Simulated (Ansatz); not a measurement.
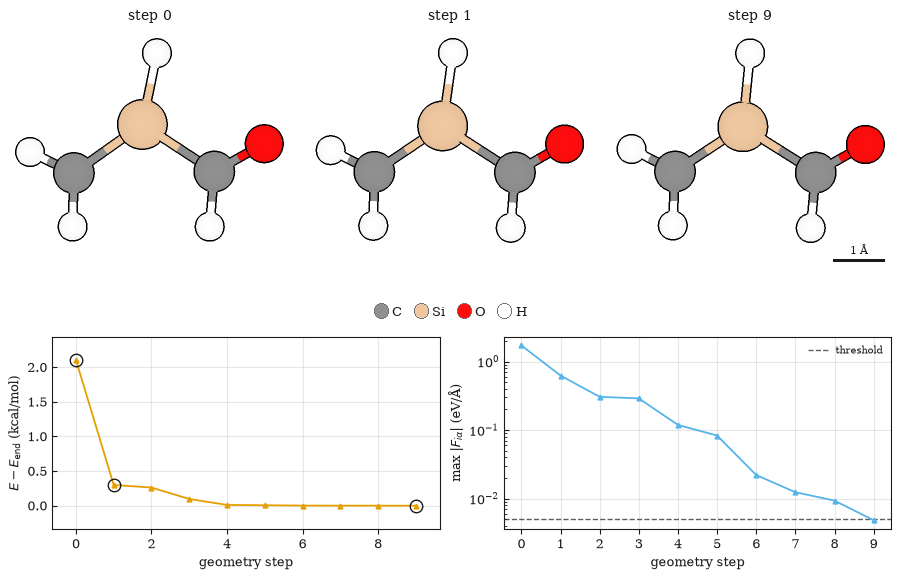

Frames of a relaxation of C$_{2}$H$_{4}$OSi, marked on the history of the run. A ball-and-stick model, seen at a tilt.

All numbers below come from RKS PBE0-D4/def2-TZVP in Ansatz.

Input
```yaml
crystal:
  periodic: [false, false, false]
  atoms:
    - {symbol: C, position_ang: [-0.836270, 1.278460, -0.448230]}
    - {symbol: Si, position_ang: [0.539890, 0.191610, -0.402930]}
    - {symbol: C, position_ang: [0.371750, -1.329330, 0.713300]}
    - {symbol: O, position_ang: [1.251960, -2.150950, 0.834540]}
    - {symbol: H, position_ang: [-0.858920, 2.175550, -1.041690]}
    - {symbol: H, position_ang: [-1.729070, 1.094570, 0.126970]}
    - {symbol: H, position_ang: [1.838000, 0.197290, -1.055470]}
    - {symbol: H, position_ang: [-0.577340, -1.457200, 1.273530]}
basis:
  gaussian: {orbitals: def2-TZVP}
hamiltonian: {xc: pbe0, dispersion: d4}
relax: {f_tol: 0.005, max_steps: 200}
```

Command:
```bash
ansatz run in.yaml --threads 2 --pin off --events-out ev --progress --plain --max-ram 4352MiB
```

### Describe the path.

The atom that moves furthest after the best rigid fit is H7 (0.15 Å). Largest moves by element: H 0.15 Å, Si 0.05 Å, C 0.04 Å, O 0.03 Å. Some distances before and after: C1–Si2 1.754 → 1.704 Å, Si2–H7 1.453 → 1.478 Å, C1–H5 1.076 → 1.084 Å, C3–H8 1.109 → 1.115 Å. Bond angles that change, for instance: C1–Si2–H7 133.4° → 125.0°, C3–Si2–H7 110.3° → 115.9°, C1–Si2–C3 116.3° → 119.1°. Over 9 geometry steps the energy falls by 2.10 kcal/mol. Largest force component: 1.7 eV/Å at the start, 0.0048 eV/Å at the end. The run took 25 s on 2 threads of Arm Neoverse V2 (shared host). From step 0 to 1: H7 moves most (0.09 Å), energy −1.80 kcal/mol. From step 1 to 9: H7 moves most (0.06 Å), energy −0.30 kcal/mol.

| step | E − E(0), kcal/mol | largest force component, eV/Å |
| --- | --- | --- |
| 0 | 0.00 | 1.7154 |
| 1 | -1.80 | 0.6242 |
| 2 | -1.84 | 0.3056 |
| 3 | -2.01 | 0.2898 |
| 4 | -2.09 | 0.1188 |
| 5 | -2.10 | 0.0831 |
| 6 | -2.10 | 0.0221 |
| 7 | -2.10 | 0.0124 |
| 8 | -2.10 | 0.0093 |
| 9 | -2.10 | 0.0048 |
